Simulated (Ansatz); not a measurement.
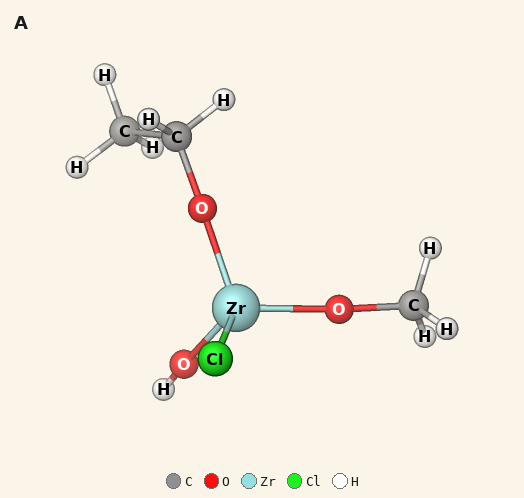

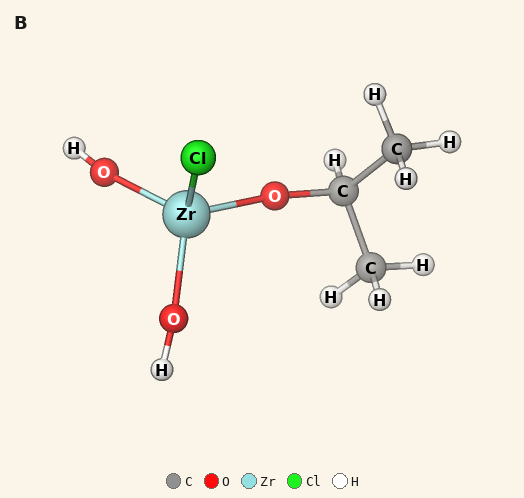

Depth is shown by fading: the farther an atom, the more it takes the colour of the background. Charge 0, singlet. Computed geometry: PBE0-D4/def2-TZVP optimisation. No frequency run is at hand to confirm it as a minimum.

### How are A and B related: the same structure turned, mirror images, conformers, diastereomers or constitutional isomers?

They are constitutional isomers of C3H9ClO3Zr: A is CC[O][Zr@]([OH])([Cl])[O]C, B is CC(C)[O][Zr]([OH])([OH])[Cl]
